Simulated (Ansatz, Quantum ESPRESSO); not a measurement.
# 1T-PtS2, 1 layer: biaxial strain by an ASE script, part 2 of 2

Wanted: deformation of the bands of 1T-PtS2, 1 layer, driven from Python.

Quantum ESPRESSO 7.5; plane-wave DFT, PBE, GBRV ultrasoft pseudopotentials; geometry by Ansatz 0.2.0 with PAW datasets.

So far: The starting structure; Geometry from Ansatz.

## 3. The script

Under ESM bc1 levels count from the vacuum, or from the mean of the two vacuum levels where the sheet has a dipole, so band edges at unlike strains can be compared.

Level of this step: plane-wave DFT, PBE, GBRV ultrasoft pseudopotentials (Quantum ESPRESSO 7.5).

run.py reads:

```python
import json
import numpy as np
from ase import Atoms
from ase.calculators.espresso import Espresso, EspressoProfile

profile = EspressoProfile(command='mpirun -n 2 pw.x -nk 2', pseudo_dir='../pseudo')
pseudopotentials = {'Pt': 'pt_pbe_v1.4.uspp.F.UPF', 'S': 's_pbe_v1.4.uspp.F.UPF'}
system = {'ecutwfc': 40, 'ecutrho': 200, 'occupations': 'smearing', 'smearing': 'fd', 'degauss': 0.002}


def calculator(name, kpts, **extra):
    data = dict(control=dict(tprnfor=True, verbosity='high', disk_io='none'),
                system=system | extra,
                electrons=dict(conv_thr=1e-09, mixing_beta=0.4, mixing_mode='plain',
                               electron_maxstep=100))
    return Espresso(profile=profile, directory=name, pseudopotentials=pseudopotentials, kpts=kpts, input_data=data)


def centre(atoms):
    z = atoms.positions[:, 2]
    atoms.positions[:, 2] -= (z.max() + z.min()) / 2  # ESM wants the slab about z = 0
    return atoms

sheet = Atoms(
    ['S', 'Pt', 'S'],
    scaled_positions=[
        [0.6666666667, 0.3333333333, 0.4277415537],
        [0.0000000000, 0.0000000000, 0.5000000020],
        [0.3333333333, 0.6666666667, 0.5722584443]],
    cell=[
        [3.573817430482, 0.000000000000, 0.000000000000],
        [-1.786908715241, 3.095016683285, 0.000000000000],
        [0.000000000000, 0.000000000000, 17.014086393400]],
    pbc=True)

rows = []
for strain in [-0.03, -0.015, 0.0, 0.015, 0.03]:
    atoms = sheet.copy()
    atoms.set_cell(sheet.cell.array * [[1 + strain], [1 + strain], [1]], scale_atoms=True)
    atoms = centre(atoms)
    atoms.calc = calculator(f's{strain:+.3f}', (12, 12, 1), assume_isolated='esm', esm_bc='bc1', nbnd=18)
    energy = atoms.get_potential_energy()
    levels = np.array([atoms.calc.get_eigenvalues(kpt=i) for i in range(len(atoms.calc.get_ibz_k_points()))])
    top, bottom = levels[:, 13].max(), levels[:, 14].min()
    direct = (levels[:, 14] - levels[:, 13]).min()
    rows.append([strain, energy, top, bottom, direct])
    print(f'strain {strain:+.3f}: E = {energy:.5f} eV, valence top {top:.3f}, conduction bottom {bottom:.3f}, '
          f'gap {bottom - top:.3f}, least direct gap {direct:.3f} eV')

x, energy, top, bottom, direct = np.array(rows).T
area = np.linalg.norm(np.cross(*sheet.cell[:2]))
stiffness = np.polyfit(x, energy, 2)[0] / area * 16.0218  # C11 + C12, heights clamped
print(f'valence and conduction edges move by {np.polyfit(x, top, 1)[0]:.2f} and {np.polyfit(x, bottom, 1)[0]:.2f} eV per unit biaxial strain')
print(f'C11 + C12 with clamped heights: {stiffness:.1f} N/m')
json.dump(dict(rows=rows, stiffness=stiffness), open('result.json', 'w'))
```

Launch:

```
$ OMP_NUM_THREADS=1 python run.py
```

The log of the run:

```text
strain -0.030: E = -3523.36935 eV, valence top -6.319, conduction bottom -4.393, gap 1.926, least direct gap 2.098 eV
strain -0.015: E = -3523.46195 eV, valence top -6.343, conduction bottom -4.491, gap 1.853, least direct gap 2.008 eV
strain +0.000: E = -3523.49057 eV, valence top -6.358, conduction bottom -4.589, gap 1.769, least direct gap 1.911 eV
strain +0.015: E = -3523.46272 eV, valence top -6.372, conduction bottom -4.686, gap 1.685, least direct gap 1.811 eV
strain +0.030: E = -3523.38541 eV, valence top -6.383, conduction bottom -4.782, gap 1.601, least direct gap 1.709 eV
valence and conduction edges move by -1.05 and -6.50 eV per unit biaxial strain
C11 + C12 with clamped heights: 182.2 N/m
```

Wall time 5.4 min (2 MPI ranks of Arm Neoverse V1, shared host); peak memory 0.4 GiB.

The input that ASE wrote for the first run, and its log:

```
&CONTROL
   verbosity        = 'high'
   tprnfor          = .true.
   disk_io          = 'none'
   pseudo_dir       = '../pseudo'
/
&SYSTEM
   nbnd             = 18
   ecutwfc          = 40
   ecutrho          = 200
   occupations      = 'smearing'
   degauss          = 0.002
   smearing         = 'fd'
   assume_isolated  = 'esm'
   esm_bc           = 'bc1'
   ntyp             = 2
   nat              = 3
   ibrav            = 0
/
&ELECTRONS
   electron_maxstep = 100
   conv_thr         = 1e-09
   mixing_mode      = 'plain'
   mixing_beta      = 0.4
/
&IONS
/
&CELL
/
&FCP
/
&RISM
/
ATOMIC_SPECIES
S 32.06 s_pbe_v1.4.uspp.F.UPF
Pt 195.084 pt_pbe_v1.4.uspp.F.UPF

K_POINTS automatic
12 12 1  0 0 0

CELL_PARAMETERS angstrom
3.46660290756754 0.00000000000000 0.00000000000000
-1.73330145378377 3.00216618278645 0.00000000000000
0.00000000000000 0.00000000000000 17.01408639340000

ATOMIC_POSITIONS angstrom
S 1.7333014540 1.0007220608 -1.2294114310  
Pt 0.0000000000 0.0000000000 0.0000000510  
S -0.0000000002 2.0014441220 1.2294114310
```

```text
Program PWSCF v.7.5 starts
[citation notice left out]

     Parallel version (MPI & OpenMP), running on       2 processor cores
     Number of MPI processes:                 2
     Threads/MPI process:                     1

     MPI processes distributed on     1 nodes
[... 1 line left out ...]

Warning: card &CELL ignored
Warning: card &FCP ignored
Warning: card &RISM ignored

     Current dimensions of program PWSCF are:
     Max number of different atomic species (ntypx) = 10
     Max number of k-points (npk) =  40000
     Max angular momentum in pseudopotentials (lmaxx) =  4
     Message from routine setup:
     using ibrav=0 with symmetry is DISCOURAGED, use correct ibrav instead

     K-points division:     npool     =       2
     Subspace diagonalization in iterative solution of the eigenvalue problem:
     a serial algorithm will be used

     G-vector sticks info
     --------------------
     sticks:   dense  smooth     PW     G-vecs:    dense   smooth      PW
     Sum         595     475    151                57103    40779    6893

     Using Slab Decomposition

     bravais-lattice index     =            0
     lattice parameter (alat)  =       6.5509  a.u.
     unit-cell volume          =    1194.9344 (a.u.)^3
     number of atoms/cell      =            3
     number of atomic types    =            2
     number of electrons       =        28.00
     number of Kohn-Sham states=           18
     kinetic-energy cutoff     =      40.0000  Ry
     charge density cutoff     =     200.0000  Ry
     scf convergence threshold =      1.0E-09
     mixing beta               =       0.4000
     number of iterations used =            8  plain     mixing
     Exchange-correlation=  SLA  PW   PBX  PBC
                           (   1   4   3   4   0   0   0)

     Effective Screening Medium Method
     =================================
     Boundary Conditions: Vacuum-Slab-Vacuum
     total charge in unit cell        =   0.0000
     grid points for fit at edges     =        4

[... 10 lines left out ...]
     PseudoPot. # 1 for S  read from file:
     ../pseudo/s_pbe_v1.4.uspp.F.UPF
     Pseudo is Ultrasoft + core correction, Zval =  6.0
     Generated by new atomic code, or converted to UPF format
     Using radial grid of  907 points,  6 beta functions with:
                l(1) =   0
                l(2) =   0
                l(3) =   1
                l(4) =   1
                l(5) =   2
                l(6) =   2
     Q(r) pseudized with  8 coefficients,  rinner =    1.300   1.300   1.300
                                                       1.300   1.300

     PseudoPot. # 2 for Pt read from file:
     ../pseudo/pt_pbe_v1.4.uspp.F.UPF
     Pseudo is Ultrasoft + core correction, Zval = 16.0
     Generated by new atomic code, or converted to UPF format
     Using radial grid of  985 points,  6 beta functions with:
                l(1) =   0
[... 689 lines left out ...]

          k = 0.0000 0.0000 0.0000 (  5177 PWs)   bands (ev):

   -59.3080 -59.3080 -59.2433 -20.8045 -18.3495 -12.2463 -12.2463 -11.9623
    -9.4530  -9.4530  -7.1743  -7.1409  -6.5332  -6.5332  -2.8332  -2.8332
    -0.9296  -0.6340

     occupation numbers
     1.0000   1.0000   1.0000   1.0000   1.0000   1.0000   1.0000   1.0000
     1.0000   1.0000   1.0000   1.0000   1.0000   1.0000   0.0000   0.0000
     0.0000   0.0000

[... 144 lines left out ...]

     the Fermi energy is    -5.3266 ev

!    total energy              =    -258.96289360 Ry
     estimated scf accuracy    <          5.5E-10 Ry
     smearing contrib. (-TS)   =      -0.00000000 Ry
     internal energy E=F+TS    =    -258.96289360 Ry

     The total energy is F=E-TS. E is the sum of the following terms:
     one-electron contribution =     493.59524509 Ry
     hartree contribution      =    -248.50722976 Ry
     xc contribution           =     -73.85115578 Ry
     ewald contribution        =    -430.19975315 Ry

     convergence has been achieved in  33 iterations

     negative rho (up, down):  1.729E-01 0.000E+00

     Forces acting on atoms (cartesian axes, Ry/au):

     atom    1 type  1   force =     0.00000000    0.00000000   -0.03293956
     atom    2 type  2   force =    -0.00000000   -0.00000000    0.00000000
     atom    3 type  1   force =    -0.00000000   -0.00000000    0.03293956
     The non-local contrib.  to forces
     atom    1 type  1   force =    -0.00000000    0.00000000    0.38267854
     atom    2 type  2   force =     0.00000000    0.00000000    0.00000000
     atom    3 type  1   force =     0.00000000   -0.00000000   -0.38267854
     The ionic contribution  to forces
     atom    1 type  1   force =    -0.00000000    0.00000000  -38.56603277
     atom    2 type  2   force =     0.00000000    0.00000000    0.00000106
     atom    3 type  1   force =     0.00000000   -0.00000000   38.56603172
     The local contribution  to forces
     atom    1 type  1   force =    -0.00000000    0.00000000   38.17101949
     atom    2 type  2   force =    -0.00000000   -0.00000000   -0.00000349
     atom    3 type  1   force =     0.00000000   -0.00000000  -38.17101132
     The core correction contribution to forces
     atom    1 type  1   force =     0.00000000   -0.00000000   -0.02055041
     atom    2 type  2   force =    -0.00000000   -0.00000000    0.00000034
     atom    3 type  1   force =    -0.00000000    0.00000000    0.02055041
     The Hubbard contrib.    to forces
     atom    1 type  1   force =     0.00000000    0.00000000    0.00000000
     atom    2 type  2   force =     0.00000000    0.00000000    0.00000000
     atom    3 type  1   force =     0.00000000    0.00000000    0.00000000
     The SCF correction term to forces
     atom    1 type  1   force =    -0.00000000   -0.00000000   -0.00005086
     atom    2 type  2   force =    -0.00000000   -0.00000000    0.00000000
     atom    3 type  1   force =    -0.00000000   -0.00000000    0.00005086

     Total force =     0.046584     Total SCF correction =     0.000072
     Message from routine punch:
     Nothing written, as per user request (disk_io='none')

[... 1 line left out ...]

[... 1 line left out ...]

[... 1 line left out ...]

[... 3 lines left out ...]

[... 1 line left out ...]

[... 2 lines left out ...]

[... 1 line left out ...]

[... 1 line left out ...]

=------------------------------------------------------------------------------=
   JOB DONE.
=------------------------------------------------------------------------------=
```

Read from the output:

```
biaxial stiffness : 182.2 N/m
```

Table of band edge from the vacuum level by biaxial strain:

```csv
biaxial strain (%),valence top (eV),conduction bottom (eV)
-3.00,-6.32,-4.39
-1.50,-6.34,-4.49
0.00,-6.36,-4.59
1.50,-6.37,-4.69
3.00,-6.38,-4.78
```

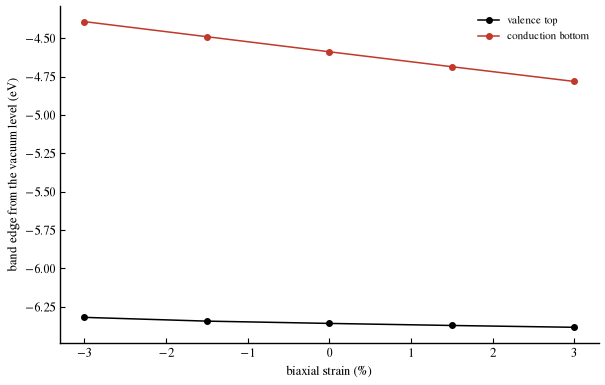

Band edge from the vacuum level against biaxial strain.

Gap against biaxial strain:

```
biaxial strain (%)  on the mesh (eV)  least direct (eV)
             -3.00              1.93               2.10
             -1.50              1.85               2.01
              0.00              1.77               1.91
              1.50              1.69               1.81
              3.00              1.60               1.71
```

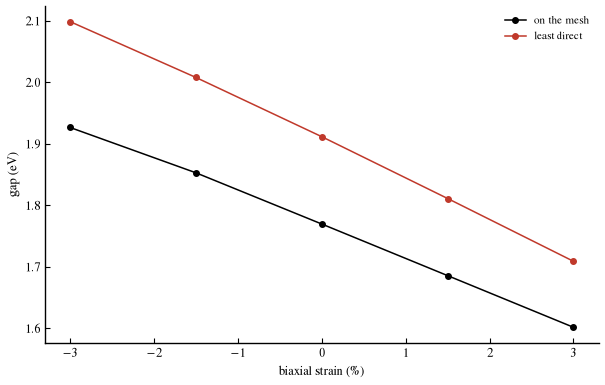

Gap against biaxial strain.

The energy over the lowest by biaxial strain:

```csv
biaxial strain (%),energy over the lowest (meV)
-3.00,121
-1.50,28.6
0.00,0
1.50,27.8
3.00,105
```

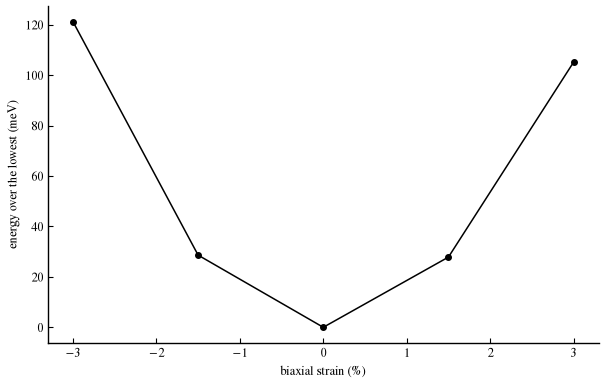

Energy over the lowest against biaxial strain.

## 4. Running the series: vdW-DF-cx, GBRV ultrasoft

Level of this step: plane-wave DFT, vdW-DF-cx, GBRV ultrasoft pseudopotentials made under PBE (Quantum ESPRESSO 7.5). input_dft overrides the functional of the files.

run.py is the input of step 3 with these lines changed:

```diff
@@ -7,3 +7,3 @@
 pseudopotentials = {'Pt': 'pt_pbe_v1.4.uspp.F.UPF', 'S': 's_pbe_v1.4.uspp.F.UPF'}
-system = {'ecutwfc': 40, 'ecutrho': 200, 'occupations': 'smearing', 'smearing': 'fd', 'degauss': 0.002}
+system = {'ecutwfc': 40, 'ecutrho': 200, 'input_dft': 'vdw-df-cx', 'occupations': 'smearing', 'smearing': 'fd', 'degauss': 0.002}
```

Launch:

```
$ OMP_NUM_THREADS=1 python run.py
```

The log of the run:

```text
strain -0.030: E = -3518.44089 eV, valence top -6.436, conduction bottom -4.534, gap 1.902, least direct gap 2.078 eV
strain -0.015: E = -3518.49381 eV, valence top -6.452, conduction bottom -4.630, gap 1.823, least direct gap 1.986 eV
strain +0.000: E = -3518.48394 eV, valence top -6.465, conduction bottom -4.725, gap 1.740, least direct gap 1.887 eV
strain +0.015: E = -3518.41914 eV, valence top -6.476, conduction bottom -4.819, gap 1.657, least direct gap 1.786 eV
strain +0.030: E = -3518.30617 eV, valence top -6.486, conduction bottom -4.913, gap 1.573, least direct gap 1.683 eV
valence and conduction edges move by -0.83 and -6.32 eV per unit biaxial strain
C11 + C12 with clamped heights: 177.8 N/m
```

Elapsed: 8.5 min, on 2 MPI ranks; peak memory 0.43 GiB; 17 min of CPU time.

This step gave:

```
biaxial stiffness : 177.8 N/m
```

Table of band edge from the vacuum level by biaxial strain:

```
biaxial strain (%)  valence top (eV)  conduction bottom (eV)
             -3.00             -6.44                   -4.53
             -1.50             -6.45                   -4.63
              0.00             -6.46                   -4.73
              1.50             -6.48                   -4.82
              3.00             -6.49                   -4.91
```

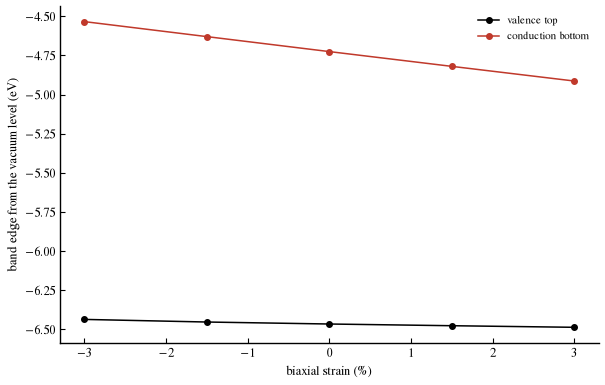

Band edge from the vacuum level against biaxial strain.

Gap against biaxial strain:

```
biaxial strain (%)  on the mesh (eV)  least direct (eV)
             -3.00              1.90               2.08
             -1.50              1.82               1.99
              0.00              1.74               1.89
              1.50              1.66               1.79
              3.00              1.57               1.68
```

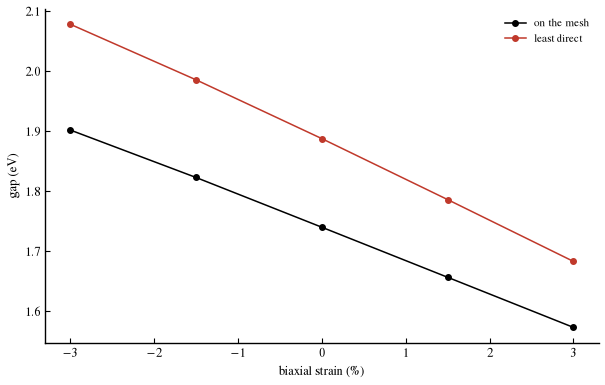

Gap, plotted against biaxial strain.

Table of energy over the lowest by biaxial strain:

| biaxial strain (%) | energy over the lowest (meV) |
| --- | --- |
| -3.00 | 52.9 |
| -1.50 | 0 |
| 0.00 | 9.87 |
| 1.50 | 74.7 |
| 3.00 | 188 |

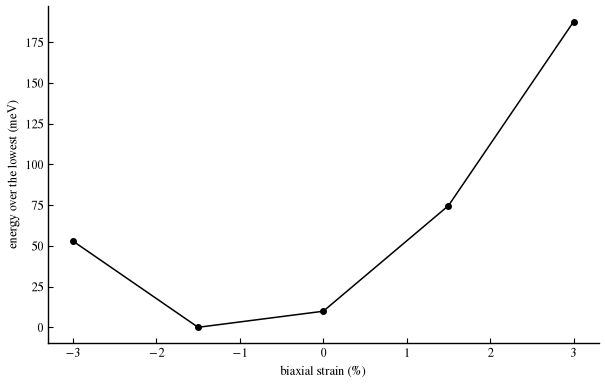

Energy over the lowest, plotted against biaxial strain.

## 5. Running the series, with ecutwfc = 10

Another try, with an input changed as a hurried user might.

Level of this step: plane-wave DFT, PBE, GBRV ultrasoft pseudopotentials (Quantum ESPRESSO 7.5).

run.py is the input of step 3 with these lines changed:

```diff
@@ -7,3 +7,3 @@
 pseudopotentials = {'Pt': 'pt_pbe_v1.4.uspp.F.UPF', 'S': 's_pbe_v1.4.uspp.F.UPF'}
-system = {'ecutwfc': 40, 'ecutrho': 200, 'occupations': 'smearing', 'smearing': 'fd', 'degauss': 0.002}
+system = {'ecutwfc': 10, 'ecutrho': 200, 'occupations': 'smearing', 'smearing': 'fd', 'degauss': 0.002}
 
@@ -14,3 +14,3 @@
                 electrons=dict(conv_thr=1e-09, mixing_beta=0.4, mixing_mode='plain',
-                               electron_maxstep=100))
+                               electron_maxstep=60))
     return Espresso(profile=profile, directory=name, pseudopotentials=pseudopotentials, kpts=kpts, input_data=data)
@@ -36,3 +36,3 @@
 rows = []
-for strain in [-0.03, -0.015, 0.0, 0.015, 0.03]:
+for strain in [-0.03, -0.015, 0.0]:
     atoms = sheet.copy()
```

Launch:

```
$ OMP_NUM_THREADS=1 python run.py
```

The log of the run:

```text
strain -0.030: E = -3365.38688 eV, valence top -7.457, conduction bottom -5.224, gap 2.233, least direct gap 2.369 eV
strain -0.015: E = -3365.59515 eV, valence top -7.485, conduction bottom -5.311, gap 2.173, least direct gap 2.308 eV
strain +0.000: E = -3365.81845 eV, valence top -7.482, conduction bottom -5.645, gap 1.837, least direct gap 2.006 eV
valence and conduction edges move by -0.84 and -14.02 eV per unit biaxial strain
C11 + C12 with clamped heights: -48.4 N/m
```

Elapsed: 39 s, on 2 MPI ranks; peak memory 0.3 GiB.

The run finished, but its numbers are not taken as the system's. The fault: a cutoff far too low.

Beside the run it was changed from:

```csv
quantity,this run,unchanged run,difference
biaxial stiffness (N/m),-48.41,182.2,-231
wall time (s),39,326,
SCF iterations,49,112,
```

The changed run covers the first three points of the series alone, which enters its fits and its time.

The physical values in this table move by up to 1.3e+02 %.

## 6. A check by hand

Under equal strain ε in the plane, E = A (C11 + C12) ε². From the points at ±1.5 %: d²E/dε² = (28.62 + 27.85 − 2 × 0.00) meV / 0.015² = 251 eV, and 251/(2 × 11.061 Å²) × 16.02 = 182 N/m.

## 7. Summary of results

```
C11 + C12, heights clamped, PBE, GBRV ultrasoft                                                    : 182 N/m
gap on the mesh at zero strain, PBE, GBRV ultrasoft                                                : 1.77 eV
valence top below the vacuum at zero strain, PBE, GBRV ultrasoft                                   : 6.36 eV
shift of the valence top per unit biaxial strain, PBE, GBRV ultrasoft                              : -1.1 eV
shift of the conduction bottom per unit biaxial strain, PBE, GBRV ultrasoft                        : -6.5 eV
C11 + C12, heights clamped, vdW-DF-cx, GBRV ultrasoft (made under PBE)                             : 178 N/m
gap on the mesh at zero strain, vdW-DF-cx, GBRV ultrasoft (made under PBE)                         : 1.74 eV
valence top below the vacuum at zero strain, vdW-DF-cx, GBRV ultrasoft (made under PBE)            : 6.46 eV
shift of the valence top per unit biaxial strain, vdW-DF-cx, GBRV ultrasoft (made under PBE)       : -0.8 eV
shift of the conduction bottom per unit biaxial strain, vdW-DF-cx, GBRV ultrasoft (made under PBE) : -6.3 eV
```

**Reading.** The sheet's biaxial stiffness comes to 182 N/m and its gap at zero strain to 1.77 eV (PBE, GBRV ultrasoft). From −3 % to +3 % the gap on the mesh goes from 1.93 to 1.60 eV; it is indirect at every strain. Heights are clamped under strain, which makes a sheet with several atomic planes too stiff. Zero strain is the PBE cell; under vdW-DF-cx the energy is lowest near -0.9 %, so its stiffness is taken away from its own minimum. Semilocal gaps are too small. Spin-orbit coupling is left out; depending on the atoms that carry the levels of interest, it can split and shift them by tenths of an eV to an eV or more.

[Logs are printed without paths, hosts, clocks, repeated set-up lines and the standing remarks that a program may print on its own settings, such as how far it seeks lower states.]

[Hosts, paths, dates, database ids (printed as entryN), source tags and the programs' standing remarks are cut or masked in the printed files.]

[Maps of the electrostatic potential energy from Ansatz leave out the sawtooth potential of an applied field or a dipole correction, so their vacuum need not be flat; planar profiles and work functions include it.]
